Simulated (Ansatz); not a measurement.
# Calculations on H8CO6

**1. Relaxation**

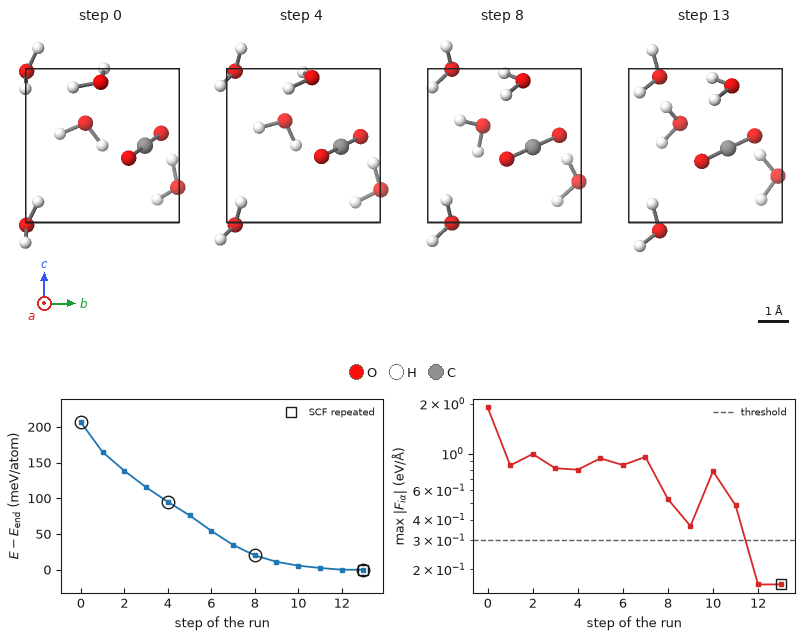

Frames of a relaxation of an amorphous cell of composition H₈CO₆, marked on the history of the run. Style: ball-and-stick. Shown: the cell of the calculation (origin shifted), along the a axis.

The cell holds 4 H2O + 1 CO2. The run prepares the start of a later molecular dynamics calculation, from a guessed geometry.

Method: Ansatz, DFT PBE-D3(BJ), scalar-relativistic, plane waves, PAW. Settings: plane-wave cutoff 420 eV; k-point mesh 1 × 1 × 1; occupations fermi dirac; smearing width 0.05 eV; no spin polarisation; atoms relaxed in a fixed cell; force threshold 0.3 eV/Å; at most 15 steps.

Q: What happens along the run?

A: The energy falls by 207 meV per atom in 12 accepted moves (13 points after the start). Largest force component: 1.9 eV/Å at the start, 0.16 eV/Å at the end. 1 step only repeated the SCF at the same geometry. The largest move is that of an H atom, 1.80 Å along [−2 −3 0]. By element the largest moves are H 1.80 Å, O 1.06 Å, C 0.70 Å. The lattice vectors keep their values. Near-neighbour distances that change, for instance: H–O 0.969 → 0.997 Å, C–O 1.179 → 1.169 Å. Among the angles between lasting bonds that change: H–O–H 104.0° → 99.6°, H–O–H 104.0° → 108.0°. From step 0 to 4: an H atom moves most (0.75 Å), energy −111 meV per atom. From step 4 to 8: an H atom moves most (0.74 Å), energy −75.0 meV per atom. From step 8 to 13: an H atom moves most (0.67 Å), energy −20.1 meV per atom.

```json
{"step": "0", "E − E(0), meV/atom": "0.00", "largest force component, eV/Å": "1.8970", "note": ""}
{"step": "1", "E − E(0), meV/atom": "-41.69", "largest force component, eV/Å": "0.8483", "note": ""}
{"step": "2", "E − E(0), meV/atom": "-67.92", "largest force component, eV/Å": "0.9945", "note": ""}
{"step": "3", "E − E(0), meV/atom": "-91.00", "largest force component, eV/Å": "0.8156", "note": ""}
{"step": "4", "E − E(0), meV/atom": "-111.43", "largest force component, eV/Å": "0.7997", "note": ""}
{"step": "5", "E − E(0), meV/atom": "-130.37", "largest force component, eV/Å": "0.9361", "note": ""}
{"step": "6", "E − E(0), meV/atom": "-152.12", "largest force component, eV/Å": "0.8526", "note": ""}
{"step": "7", "E − E(0), meV/atom": "-171.73", "largest force component, eV/Å": "0.9548", "note": ""}
{"step": "8", "E − E(0), meV/atom": "-186.47", "largest force component, eV/Å": "0.5309", "note": ""}
{"step": "9", "E − E(0), meV/atom": "-195.45", "largest force component, eV/Å": "0.3656", "note": ""}
{"step": "10", "E − E(0), meV/atom": "-200.89", "largest force component, eV/Å": "0.7825", "note": ""}
{"step": "11", "E − E(0), meV/atom": "-204.06", "largest force component, eV/Å": "0.4877", "note": ""}
{"step": "12", "E − E(0), meV/atom": "-206.57", "largest force component, eV/Å": "0.1623", "note": ""}
{"step": "13", "E − E(0), meV/atom": "-206.57", "largest force component, eV/Å": "0.1624", "note": "same geometry, SCF repeated"}
```

Limits of the set-up: the program's low-accuracy preset was used; the periodic images lie only 5.3 Å apart, so the values are limited by the cell's size.

**2. Dynamics**

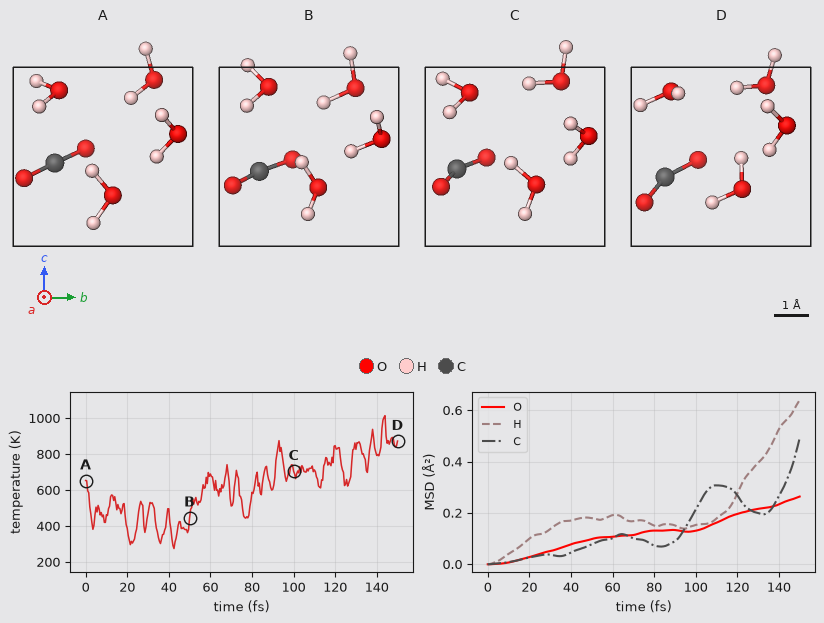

First-principles dynamics of a periodic cell with 4 H2O + 1 CO2 at 1.295 g/cm³, 150 fs long. Frames (A at 0 fs, B at 50 fs, C at 100 fs, D at 150 fs) and the history of the run. Style: ball-and-stick. Shown: the simulation cell, along the a axis. Atoms that leave the cell re-enter on the other side.

These are results of DFT PBE-D3(BJ), scalar-relativistic, plane waves, PAW (Ansatz 0.2.0), not measurements. Settings: plane-wave cutoff 420 eV; k-point mesh 1 × 1 × 1; Fermi-Dirac smearing 0.05 eV; low-accuracy preset; Langevin thermostat (NVT); set temperature 700 K; time step 0.5 fs; H given the mass 2.014 u; friction 0.02 per fs.

Q: What happens in this trajectory?

A: In the second half of the run the atoms are, in the root-mean-square, this far from where they began (common drift taken out): H 0.53 Å, C 0.47 Å, O 0.42 Å. The heavy atoms stay within a fraction of a molecule's size of their starting places; so short a run doesn't tell a liquid from a solid. Over the second half the temperature averages 733 K (spread ±114 K). The potential energy is still drifting at the end, so the run hasn't reached equilibrium. The potential energy in the second half lies on average 90.6 meV per atom above the first frame.

Limits of the set-up: the program's low-accuracy preset was used; masses were changed (H 2.014 u), which shifts the vibrations; the periodic images lie only 5.3 Å apart, so the values are limited by the cell's size.

The run took roughly 2.9 core-minutes on a shared host.

**3. Dynamics**

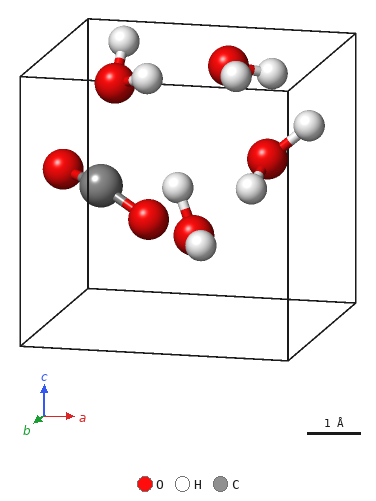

Starting frame of a dynamics run of a periodic cell with 4 H2O + 1 CO2 at 1.295 g/cm³. It starts from the last geometry of an earlier run, with fresh velocities. Style: ball-and-stick. Shown: the simulation cell, from a free direction.

Theory: DFT PBE-D3(BJ), scalar-relativistic, plane waves, PAW (Ansatz).

Input
```yaml
accuracy: low
crystal:
  lattice:
    - [5.299086, 0.0, 0.0]
    - [0.0, 5.299086, 0.0]
    - [0.0, 0.0, 5.299086]
  atoms:
    - { symbol: O, position: [0.89500966, 0.89971924, 0.71833004] }
    - { symbol: H, position: [0.81041219, 0.80290882, 0.58255098] }
    - { symbol: H, position: [1.02351942, 0.79223552, 0.82586622] }
    - { symbol: O, position: [0.5571363, 0.650468, 0.36319906] }
    - { symbol: H, position: [0.5409204, 0.48301765, 0.28891582] }
    - { symbol: H, position: [0.49549678, 0.64470542, 0.53602808] }
    - { symbol: O, position: [0.29653882, 0.78455811, 0.94237448] }
    - { symbol: H, position: [0.37497452, 0.62065623, 0.92876178] }
    - { symbol: H, position: [0.34172951, 0.83219931, 1.11044674] }
    - { symbol: O, position: [0.58613198, 0.25413511, 0.90857318] }
    - { symbol: H, position: [0.57110098, 0.08176171, 0.83198737] }
    - { symbol: H, position: [0.7587964, 0.29268162, 0.89783239] }
    - { symbol: C, position: [0.10141978, 0.21934813, 0.43064488] }
    - { symbol: O, position: [0.00639394, 0.40411596, 0.52653699] }
    - { symbol: O, position: [0.24995556, 0.10485854, 0.28894792] }
basis:
  ecutwfc: 420.0
kpoints:
  mp_grid: { grid: [1, 1, 1] }
hamiltonian:
  xc: pbe
  dispersion: d3bj
scf:
  occupations: { method: fermi_dirac, width: 0.002 }
  lower_state_search: "off"
md:
  timestep: 0.5
  n_steps: 200
  ensemble: nve
  temperature: 700.0
  initial_velocities: maxwell_boltzmann
  seed: 685459
  masses: [{ species: H, mass: 2.014 }]
```

Run as
```bash
ansatz run input.yaml --threads 1 --pin off --max-ram 3072MiB --backend cpu --events-out ev --progress --plain --runs-dir out
```

**What does the trajectory do?**

The mean temperature in the second half is 715 K (standard deviation 140 K). The potential energy in the second half lies on average 1.9 meV per atom below the first frame. In the second half of the run the atoms are, in the root-mean-square, this far from where they began (common drift taken out): H 0.76 Å, O 0.35 Å, C 0.30 Å. The heavy atoms stay within a fraction of a molecule's size of their starting places, while the hydrogen atoms travel further, as molecules turn; so short a run doesn't tell a liquid from a solid.

Along the run (each row but the first and the last is the mean over the interval that it begins):

```json
{"time (fs)": "0.0", "potential energy (meV/atom)": "0.0", "T (K)": "700"}
{"time (fs)": "12.5", "potential energy (meV/atom)": "-4.5", "T (K)": "737"}
{"time (fs)": "25.0", "potential energy (meV/atom)": "3.0", "T (K)": "675"}
{"time (fs)": "37.5", "potential energy (meV/atom)": "2.6", "T (K)": "678"}
{"time (fs)": "50.0", "potential energy (meV/atom)": "4.1", "T (K)": "666"}
{"time (fs)": "62.5", "potential energy (meV/atom)": "-2.7", "T (K)": "722"}
{"time (fs)": "75.0", "potential energy (meV/atom)": "-16.3", "T (K)": "835"}
{"time (fs)": "87.5", "potential energy (meV/atom)": "6.6", "T (K)": "645"}
{"time (fs)": "100.0", "potential energy (meV/atom)": "19.3", "T (K)": "540"}
```

The paths of the atoms:

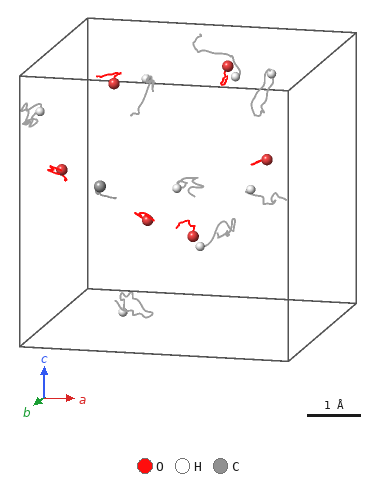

Limits of the set-up: the program's low-accuracy preset was used; masses were changed (H 2.014 u), which shifts the vibrations; the periodic images lie only 5.3 Å apart, so the values are limited by the cell's size.

The run took of the order of 100 core-seconds on a shared host.
